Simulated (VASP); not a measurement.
# Al2Pt: Al into a neighbouring Al vacancy, part 4 of 4

How hard is this move in Al2Pt: Al into a neighbouring Al vacancy? Both ends are relaxed first, then a band of images between them. The start is a cell from a database of measured crystal structures.

VASP 6.6.1; LDA; plane waves and PAW (Pt, Al).

So far. Step 3 (Relax the start): The run ended after 9 ionic steps, 0.165 eV below its first step, once the forces on the free atoms met EDIFFG = -0.05. Step 4 (Relax the end): The run ended after 8 ionic steps, 0.175 eV below its first step, once the forces on the free atoms met EDIFFG = -0.05.

The database entry behind the starting cell differs from later determinations by our own check (0.1 to 0.3 % short, probably kX units), so it need not match the best structure at ambient conditions.

## 5. Nudged elastic band

Images on a straight line between the ends relax across the path, while springs keep them spaced along it.

File INCAR:

```
SYSTEM = Al15Pt8
PREC = Normal
ENCUT = 280
EDIFF = 1E-05
NELM = 120
ISMEAR = 1
SIGMA = 0.15
LREAL = Auto
ALGO = Fast
GGA = CA
NBANDS = 85
LASPH = .TRUE.
LWAVE = .FALSE.
LCHARG = .FALSE.
IMAGES = 3
SPRING = -5
IBRION = 1
POTIM = 0.3
NSW = 60
EDIFFG = -0.05
ISYM = 0
ISIF = 0
```

File POSCAR:

```
Al15Pt8
1.0
    0.0000000000      5.8566490258      5.8566490258
    5.8566490258      0.0000000000      5.8566490258
    5.8566490258      5.8566490258      0.0000000000
Pt Al
8 15
Direct
    0.9987465800      0.9998766959      0.0001898475
    0.0001856344      0.9998530548      0.5007616990
    0.0000977531      0.5005000613      0.9990079032
    0.9905385549      0.5038255551      0.5030395653
    0.5004680555      0.9988678146      0.9994787680
    0.5023225552      0.9910908847      0.5033702034
    0.5026582887      0.5026304131      0.9902138945
    0.5038445801      0.5025448800      0.5024683162
    0.3734086817      0.3723117115      0.8765629874
    0.3733623090      0.8763486506      0.3730187110
    0.3722953542      0.8761147694      0.8771717319
    0.8775617774      0.3737696393      0.3722624361
    0.8765846422      0.3729188944      0.8769817408
    0.8766086543      0.8772811487      0.3734223298
    0.8748819780      0.8744347442      0.8752014569
    0.1245784183      0.1246989003      0.1250623060
    0.1293581340      0.1306375517      0.6199765839
    0.1293334726      0.6204345435      0.1297193899
    0.1308559865      0.6202439244      0.6193598800
    0.6185657705      0.1300757376      0.1305403952
    0.6205960304      0.1298090383      0.6193579281
    0.6201208950      0.6191979420      0.1292656754
    0.6250384818      0.6252561504      0.6242426418
```

File KPOINTS:

```
Automatic mesh
0
Gamma
3 3 3
0 0 0
```

File 00/POSCAR:

```
Al15Pt8
1.0
    0.0000000000      5.8566490258      5.8566490258
    5.8566490258      0.0000000000      5.8566490258
    5.8566490258      5.8566490258      0.0000000000
Pt Al
8 15
Direct
    0.9987465800      0.9998766959      0.0001898475
    0.0001856344      0.9998530548      0.5007616990
    0.0000977531      0.5005000613      0.9990079032
    0.9905385549      0.5038255551      0.5030395653
    0.5004680555      0.9988678146      0.9994787680
    0.5023225552      0.9910908847      0.5033702034
    0.5026582887      0.5026304131      0.9902138945
    0.5038445801      0.5025448800      0.5024683162
    0.3734086817      0.3723117115      0.8765629874
    0.3733623090      0.8763486506      0.3730187110
    0.3722953542      0.8761147694      0.8771717319
    0.8775617774      0.3737696393      0.3722624361
    0.8765846422      0.3729188944      0.8769817408
    0.8766086543      0.8772811487      0.3734223298
    0.8748819780      0.8744347442      0.8752014569
    0.1245784183      0.1246989003      0.1250623060
    0.1293581340      0.1306375517      0.6199765839
    0.1293334726      0.6204345435      0.1297193899
    0.1308559865      0.6202439244      0.6193598800
    0.6185657705      0.1300757376      0.1305403952
    0.6205960304      0.1298090383      0.6193579281
    0.6201208950      0.6191979420      0.1292656754
    0.6250384818      0.6252561504      0.6242426418
```

File 01/POSCAR:

```
Al15Pt8
1.0
    0.0000000000      5.8566490258      5.8566490258
    5.8566490258      0.0000000000      5.8566490258
    5.8566490258      5.8566490258      0.0000000000
Pt Al
8 15
Direct
    0.9978797748      0.9990599546      0.0028577164
   -0.0006230265      0.9989273988      0.5001465153
   -0.0004338400      0.5002196518      0.9997398482
    0.9919149762      0.5051468407      0.5018710692
    0.5001853394      0.9987855787      0.9997843845
    0.5037904506      0.9925585912      0.5019288580
    0.5016425160      0.5019448833      0.9929130376
    0.5028409733      0.5017240985      0.5019849343
    0.3734653058      0.3728178068      0.8764171748
    0.3725448634      0.8770146018      0.3748300808
    0.3713911190      0.8768937210      0.8755875000
    0.8781028622      0.3725459697      0.3747262326
    0.8770408943      0.3720681964      0.8755855566
    0.8759773538      0.8766427897      0.3742235171
    0.8759494987      0.8756144462      0.8742149353
    0.1249175902      0.1250055482      0.1249028669
    0.1893365171      0.1904845734      0.5601110513
    0.1283205911      0.6211052870      0.1283997470
    0.1297559620      0.6208634092      0.6214867389
    0.6193512870      0.1292206593      0.1289302605
    0.6210707214      0.1288316138      0.6214608832
    0.6210021594      0.6203871188      0.1285022529
    0.6243065748      0.6248274292      0.6250920526
```

File 02/POSCAR:

```
Al15Pt8
1.0
    0.0000000000      5.8566490258      5.8566490258
    5.8566490258      0.0000000000      5.8566490258
    5.8566490258      5.8566490258      0.0000000000
Pt Al
8 15
Direct
    0.9970129695      0.9982432133      0.0055255852
   -0.0014316874      0.9980017427      0.4995313316
   -0.0009654332      0.4999392422      1.0004717931
    0.9932913974      0.5064681262      0.5007025731
    0.4999026232      0.9987033428      1.0000900010
    0.5052583460      0.9940262976      0.5004875126
    0.5006267434      0.5012593536      0.9956121806
    0.5018373665      0.5009033170      0.5015015523
    0.3735219298      0.3733239022      0.8762713622
    0.3717274178      0.8776805530      0.3766414506
    0.3704868838      0.8776726726      0.8740032681
    0.8786439470      0.3713223000      0.3771900290
    0.8774971464      0.3712174983      0.8741893724
    0.8753460532      0.8760044307      0.3750247044
    0.8770170194      0.8767941483      0.8732284136
    0.1252567621      0.1253121962      0.1247434278
    0.2493149002      0.2503315951      0.5002455188
    0.1273077095      0.6217760306      0.1270801042
    0.1286559375      0.6214828939      0.6236135978
    0.6201368036      0.1283655810      0.1273201258
    0.6215454124      0.1278541892      0.6235638383
    0.6218834237      0.6215762957      0.1277388304
    0.6235746678      0.6243987080      0.6259414633
```

File 03/POSCAR:

```
Al15Pt8
1.0
    0.0000000000      5.8566490258      5.8566490258
    5.8566490258      0.0000000000      5.8566490258
    5.8566490258      5.8566490258      0.0000000000
Pt Al
8 15
Direct
    0.9961461642      0.9974264720      0.0081934541
   -0.0022403482      0.9970760866      0.4989161480
   -0.0014970263      0.4996588327      1.0012037380
    0.9946678186      0.5077894118      0.4995340770
    0.4996199071      0.9986211069      1.0003956176
    0.5067262415      0.9954940040      0.4990461672
    0.4996109707      0.5005738238      0.9983113236
    0.5008337597      0.5000825355      0.5010181704
    0.3735785538      0.3738299975      0.8761255495
    0.3709099722      0.8783465041      0.3784528205
    0.3695826486      0.8784516242      0.8724190362
    0.8791850317      0.3700986304      0.3796538255
    0.8779533984      0.3703668003      0.8727931881
    0.8747147526      0.8753660718      0.3758258916
    0.8780845402      0.8779738504      0.8722418920
    0.1255959340      0.1256188441      0.1245839886
    0.3092932834      0.3101786168      0.4403799862
    0.1262948280      0.6224467741      0.1257604613
    0.1275559131      0.6221023786      0.6257404567
    0.6209223201      0.1275105027      0.1257099911
    0.6220201034      0.1268767646      0.6256667934
    0.6227646880      0.6227654726      0.1269754078
    0.6228427609      0.6239699868      0.6267908740
```

File 04/POSCAR:

```
Al15Pt8
1.0
    0.0000000000      5.8566490258      5.8566490258
    5.8566490258      0.0000000000      5.8566490258
    5.8566490258      5.8566490258      0.0000000000
Pt Al
8 15
Direct
    0.9952793590      0.9966097307      0.0108613230
   -0.0030490091      0.9961504306      0.4983009643
   -0.0020286194      0.4993784232      1.0019356830
    0.9960442399      0.5091106974      0.4983655809
    0.4993371910      0.9985388710      1.0007012341
    0.5081941369      0.9969617105      0.4976048218
    0.4985951980      0.4998882940      1.0010104667
    0.4998301529      0.4992617540      0.5005347885
    0.3736351779      0.3743360929      0.8759797369
    0.3700925266      0.8790124553      0.3802641903
    0.3686784134      0.8792305758      0.8708348043
    0.8797261165      0.3688749608      0.3821176220
    0.8784096505      0.3695161023      0.8713970039
    0.8740834521      0.8747277128      0.3766270789
    0.8791520609      0.8791535524      0.8712553704
    0.1259351059      0.1259254920      0.1244245495
    0.3692716665      0.3700256385      0.3805144536
    0.1252819465      0.6231175176      0.1244408184
    0.1264558886      0.6227218634      0.6278673156
    0.6217078367      0.1266554244      0.1240998564
    0.6224947944      0.1258993401      0.6277697485
    0.6236459524      0.6239546494      0.1262119853
    0.6221108539      0.6235412656      0.6276402848
```

The projector-augmented-wave data sets are Pt and Al (LDA family, release 64).

The run is started by

```bash
mpirun -np 3 vasp_std
```

The log of the run:

```text
[banner, memory and clock lines left out]
running    3 mpi-ranks, on    1 nodes
 each image running on    1 cores
 distrk:  each k-point on    1 cores,    1 groups
 distr:  one band on    1 cores,    1 groups

 POSCAR found type information on POSCAR PtAl
 01/POSCAR found :  2 types and      23 ions
 LDA part: xc-table for (Slater(with rela. corr.)+CA(PZ))
 , standard interpolation
 POSCAR found type information on POSCAR PtAl
 00/POSCAR found :  2 types and      23 ions
 POSCAR found type information on POSCAR PtAl
 04/POSCAR found :  2 types and      23 ions
 POSCAR, INCAR and KPOINTS ok, starting setup
 FFT: planning ... GRIDC
 FFT: planning ... GRID_SOFT
 FFT: planning ... GRID
 WAVECAR not read
 entering main loop
       N       E                     dE             d eps       ncg     rms          rms(c)
DAV:   1     0.308087989998E+03    0.30809E+03   -0.35981E+04  2396   0.765E+02
DAV:   2    -0.125689180765E+03   -0.43378E+03   -0.40203E+03  2823   0.175E+02
DAV:   3    -0.145811570618E+03   -0.20122E+02   -0.19720E+02  2824   0.355E+01
DAV:   4    -0.146078949909E+03   -0.26738E+00   -0.26666E+00  2760   0.467E+00
DAV:   5    -0.146083820737E+03   -0.48708E-02   -0.48685E-02  2763   0.626E-01    0.236E+01
RMM:   6    -0.142058109645E+03    0.40257E+01   -0.18314E+01  2380   0.123E+01    0.647E+00
RMM:   7    -0.141387197043E+03    0.67091E+00   -0.12575E+00  2380   0.298E+00    0.399E+00
RMM:   8    -0.141152423081E+03    0.23477E+00   -0.38457E-01  2380   0.169E+00    0.737E-01
RMM:   9    -0.141150983993E+03    0.14391E-02   -0.73180E-02  2406   0.724E-01    0.528E-01
RMM:  10    -0.141151125960E+03   -0.14197E-03   -0.12544E-02  2418   0.301E-01    0.353E-01
RMM:  11    -0.141151220465E+03   -0.94504E-04   -0.33664E-03  2395   0.164E-01    0.732E-02
RMM:  12    -0.141151178214E+03    0.42251E-04   -0.93715E-04  2394   0.884E-02    0.527E-02
RMM:  13    -0.141151185512E+03   -0.72981E-05   -0.18505E-04  2400   0.352E-02    0.200E-02
RMM:  14    -0.141151188504E+03   -0.29919E-05   -0.38342E-05  1849   0.161E-02
   1 F= -.14115119E+03 E0= -.14114544E+03  d E =-.141151E+03
 BRION: g(F)=  0.148E+01 g(S)=  0.000E+00
 bond charge predicted
       N       E                     dE             d eps       ncg     rms          rms(c)
DAV:   1    -0.141323556917E+03   -0.17237E+00   -0.43337E+01  2430   0.159E+01    0.571E-01
RMM:   2    -0.141350615754E+03   -0.27059E-01   -0.43346E-01  2380   0.223E+00    0.373E-01
RMM:   3    -0.141353195562E+03   -0.25798E-02   -0.64931E-02  2390   0.865E-01    0.303E-01
RMM:   4    -0.141350664796E+03    0.25308E-02   -0.10328E-02  2383   0.338E-01    0.144E-01
RMM:   5    -0.141350380648E+03    0.28415E-03   -0.40546E-03  2386   0.204E-01    0.497E-02
RMM:   6    -0.141350296667E+03    0.83981E-04   -0.84458E-04  2389   0.814E-02    0.322E-02
RMM:   7    -0.141350332358E+03   -0.35691E-04   -0.31377E-04  2390   0.467E-02    0.281E-02
RMM:   8    -0.141350309062E+03    0.23296E-04   -0.83164E-05  2268   0.249E-02    0.613E-03
RMM:   9    -0.141350310086E+03   -0.10243E-05   -0.19113E-05  1533   0.129E-02
   2 F= -.14135031E+03 E0= -.14134430E+03  d E =-.199122E+00
[... from here on, the cycles between the ionic steps are left out ...]
   3 F= -.14142321E+03 E0= -.14141703E+03  d E =-.728958E-01
   4 F= -.14147970E+03 E0= -.14147359E+03  d E =-.564957E-01
   5 F= -.14152733E+03 E0= -.14152155E+03  d E =-.476275E-01
   6 F= -.14155880E+03 E0= -.14155336E+03  d E =-.314746E-01
   7 F= -.14158857E+03 E0= -.14158344E+03  d E =-.297664E-01
   8 F= -.14161027E+03 E0= -.14160526E+03  d E =-.216994E-01
   9 F= -.14163184E+03 E0= -.14162682E+03  d E =-.215710E-01
  10 F= -.14164753E+03 E0= -.14164240E+03  d E =-.156870E-01
  11 F= -.14165982E+03 E0= -.14165456E+03  d E =-.122938E-01
  12 F= -.14166796E+03 E0= -.14166261E+03  d E =-.813705E-02
  13 F= -.14167764E+03 E0= -.14167220E+03  d E =-.968097E-02
  14 F= -.14168204E+03 E0= -.14167659E+03  d E =-.440030E-02
  15 F= -.14169015E+03 E0= -.14168469E+03  d E =-.810719E-02
  16 F= -.14169420E+03 E0= -.14168875E+03  d E =-.405594E-02
  17 F= -.14169930E+03 E0= -.14169385E+03  d E =-.509247E-02
  18 F= -.14170200E+03 E0= -.14169655E+03  d E =-.269984E-02
  19 F= -.14170476E+03 E0= -.14169932E+03  d E =-.276511E-02
  20 F= -.14170724E+03 E0= -.14170178E+03  d E =-.247662E-02
  21 F= -.14171155E+03 E0= -.14170607E+03  d E =-.431011E-02
  22 F= -.14171269E+03 E0= -.14170720E+03  d E =-.114211E-02
  23 F= -.14171518E+03 E0= -.14170968E+03  d E =-.249332E-02
 BRION: g(F)=  0.159E-02 g(S)=  0.000E+00 retain N=  2 mean eig= 3.33
 eig:   0.653  5.999
 bond charge predicted
       N       E                     dE             d eps       ncg     rms          rms(c)
DAV:   1    -0.141717293743E+03   -0.21059E-02   -0.48766E-01  2388   0.177E+00    0.486E-02
RMM:   2    -0.141717717014E+03   -0.42327E-03   -0.44422E-03  2380   0.251E-01    0.410E-02
RMM:   3    -0.141717763673E+03   -0.46659E-04   -0.77199E-04  2389   0.101E-01    0.359E-02
RMM:   4    -0.141717732082E+03    0.31591E-04   -0.12195E-04  2357   0.379E-02    0.219E-02
RMM:   5    -0.141717723331E+03    0.87507E-05   -0.10303E-04  2356   0.309E-02    0.906E-03
RMM:   6    -0.141717720654E+03    0.26771E-05   -0.10215E-05  1408   0.110E-02
  24 F= -.14171772E+03 E0= -.14171220E+03  d E =-.253835E-02
 BRION: g(F)=  0.157E-02 g(S)=  0.000E+00 retain N=  3 mean eig= 3.77
 eig:   0.653  5.330  5.330
 reached required accuracy - stopping structural energy minimisation
```

Elapsed: 9.9 min, on 3 MPI ranks of Intel Xeon 6975P-C (Granite Rapids), shared host; peak memory 0.73 GiB.

OUTCAR, selected parts (step 5):

```text
   NELECT =     125.0000    total number of electrons

  tangential force (eV/A)        -0.841019
  left and right image   0.922064  0.923104 A

  tangential force (eV/A)        -0.838362
  left and right image   0.927514  0.928618 A

 E-fermi :   7.4972

 k-point     1 :       0.0000    0.0000    0.0000
  band No.  band energies     occupation
    ...
     57       6.0391      2.00000
     58       6.1099      2.00000
     59       6.4560      2.00000
     60       6.5400      2.00000
     61       6.5806      2.00000
     62       8.6353     -0.00000
     63       8.6458     -0.00000
     64       8.6674     -0.00000
     65       8.8455     -0.00000
     66       8.8799     -0.00000
    ...

 POSITION                                       TOTAL-FORCE (eV/Angst)
 -----------------------------------------------------------------------------------
      5.81721      5.81730     11.94853         0.008377      0.004782     -0.032098
      8.82867      8.82572     11.94538        -0.002922     -0.005120     -0.027291
      8.84114     11.66283      8.86427        -0.030400      0.030804      0.042966
      6.01675      8.62766      8.87091        -0.090352      0.091756      0.016037
     11.66700      8.83732      8.86646         0.027136     -0.029011      0.043601
      8.62847      6.01604      8.87268         0.096053     -0.096177      0.015267
      8.77183      8.77004      5.85555        -0.026833     -0.028007      0.122079
      5.87872      5.87350      5.85350         0.021836      0.031655      0.125037
      7.32610      7.32161      4.37179        -0.002012      0.001348      0.079000
      7.29067      4.42983      7.41394         0.012314     -0.034386      0.030057
     10.21532      7.35685      7.41635         0.032317     -0.014771      0.027227
      4.43316      7.28699      7.41172        -0.034927      0.013941      0.036100
      7.35791     10.21394      7.41441        -0.013753      0.033334      0.031281
      7.32196      7.32171     10.56729         0.003147      0.000893     -0.092012
     10.25281     10.24982     10.42605        -0.000450      0.001499     -0.026254
      1.46780      1.46484      1.62768         0.000933      0.000410     -0.019731
      4.39291      4.39247      2.12434         0.005862      0.002565     -0.755984
      4.43843      1.45202      4.48155        -0.021059      0.045904      0.036472
      7.33860      4.34926      4.47934        -0.049201      0.022611      0.040529
      1.45264      4.43764      4.48352         0.051814     -0.023652      0.031692
      4.35315      7.33437      4.48088         0.018618     -0.048044      0.039089
      4.39781      4.39346      7.27432        -0.003650     -0.000466      0.062097
      7.32421      7.32208      7.22322        -0.002847     -0.001869      0.174837
 -----------------------------------------------------------------------------------
    total drift:                                0.009530      0.002794     -0.031909

  FREE ENERGIE OF THE ION-ELECTRON SYSTEM (eV)
  ---------------------------------------------------
  free  energy   TOTEN  =      -141.7177206538 eV

  energy  without entropy=     -141.7011713082  energy(sigma->0) =     -141.71220421

  tangential force (eV/A)        -0.838022
  left and right image   0.933688  0.934706 A

[... 6 parts as in an earlier step ...]

[... 8 further parts left out ...]
```

CONTCAR:

```
Al15Pt8
   1.00000000000000
     0.0000000000000000    5.8566490258000004    5.8566490258000004
     5.8566490258000004    0.0000000000000000    5.8566490258000004
     5.8566490258000004    5.8566490258000004    0.0000000000000000
  Pt              Al
     8    15
Direct
     1.0200902917322954    1.0200749678573600   -0.0268084033904853
     1.0195618590590907    1.0200660417426515    0.4873950184288725
     0.9976670554298621    0.5158730098987599    0.9937164555921636
     0.9802380399042666    0.5344357389558053    0.4929010245355083
     0.5153787955529525    0.9985352341588768    0.9935589289090253
     0.5344562262187038    0.9805189874395573    0.4927594463643974
     0.4997539893008424    0.5000587741618054    0.9976969434437384
     0.4992856259448966    0.5001759610690119    0.5035918035049700
     0.3728499435245388    0.3736160737537992    0.8772864046639058
     0.3887128175866061    0.8771886737341037    0.3676641534072789
     0.3891198041909844    0.8771925264681228    0.8670341002668885
     0.8764013555890177    0.3891217659243324    0.3678237829406492
     0.8768181798682637    0.3891631441115492    0.8671715842500283
     0.9021412423706632    0.9021828044530162    0.3480125731410946
     0.8898481534744295    0.8903588476622910    0.8602681402267037
     0.1387065628503175    0.1392135074320310    0.1114083864641117
     0.1813238398663843    0.1813990543379292    0.5686737039075844
     0.1276451008826565    0.6375629259203285    0.1202821798383885
     0.1272060848309508    0.6376242261979550    0.6154130575623458
     0.6376095810996055    0.1279337404795754    0.1200994699145403
     0.6370621875912297    0.1280308413371547    0.6152525722515343
     0.6206592284373229    0.6214032820715693    0.1295061729174734
     0.6164868564348823    0.6168506604328402    0.6337302358974449
```

Images along the path:

```csv
image,path (A),energy (eV),"Al17: x, y, z (Å)"
0,0.000,0.0000,"4.396, 4.389, 1.523"
1,0.934,0.3315,"4.393, 4.392, 2.124"
2,1.868,0.9461,"4.387, 4.385, 2.926"
3,2.803,0.3274,"4.389, 4.390, 3.726"
4,3.736,-0.0002,"4.396, 4.391, 4.330"
```

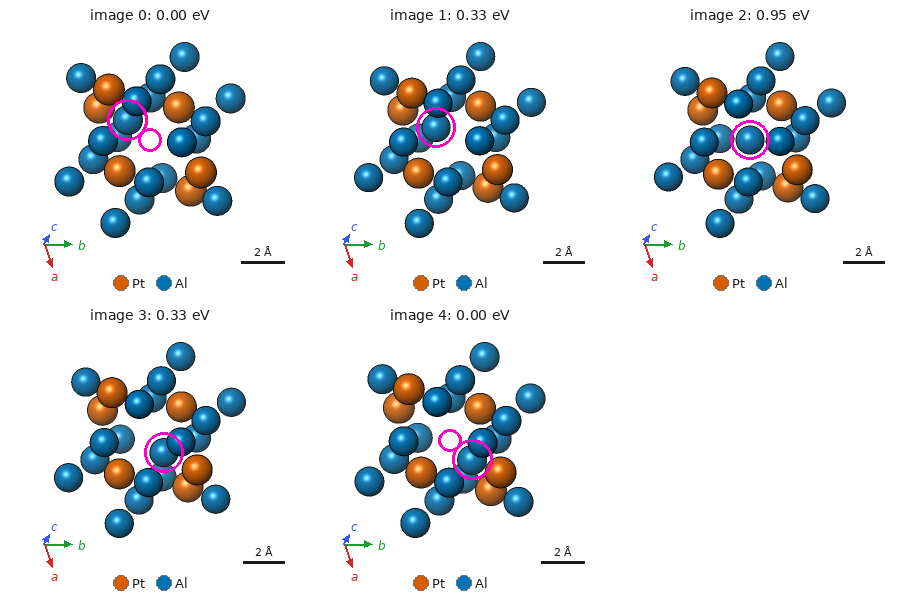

Images along the path; Al17 is ringed. A ring with no atom in it marks the empty centre.

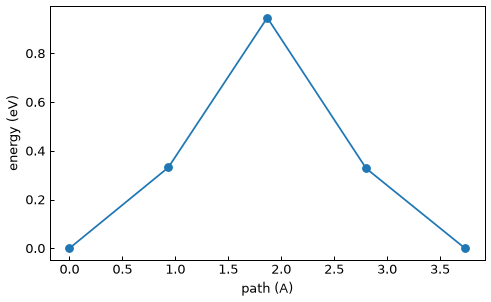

Energy along the path.

Numbers from this step:

```yaml
electronic_cycles: 158
path_length: 3.736 Å
barrier: 0.9461 eV
barrier_in_the_reverse_direction: 0.9463 eV
barrier_from_a_spline_through_the_images: 0.9460 eV
reaction_energy: -1.90e-4 eV
```

What the program prints for this run, and its count of cycles, belong to image 1; the force that counts for the threshold is the band's, across the path.

## 6. Results

```yaml
hop: Al into a neighbouring Al vacancy
barrier: 0.946 eV
barrier_in_the_reverse_direction: 0.946 eV
barrier_from_a_spline_through_the_images: 0.946 eV
reaction_energy: -1.9e-4 eV
path_length: 3.74 Å
```

**Reading.** The barrier is 0.95 eV forwards and 0.95 eV backwards. With an attempt frequency of 10¹³ per second, taken as a typical value, this barrier gives about 10^-3 hops a second at 300 K. Both ends are alike and an image sits at the midpoint, which is the saddle if the path is symmetric. The band met its force threshold after 24 steps. Cell and mesh are small and were not tested. The band started on a straight line, so other routes may lie lower.

[Lines on the potential files, build, host, timing and source positions are cut from VASP's logs without a mark.]

[Logs are printed without paths, hosts, clocks, repeated set-up lines and the standing remarks that a program may print on its own settings, such as how far it seeks lower states.]

[Hosts, paths, dates, database ids (printed as entryN), source tags and the programs' standing remarks are cut or masked in the printed files.]

[Runs that stopped without an error message from VASP are left out.]
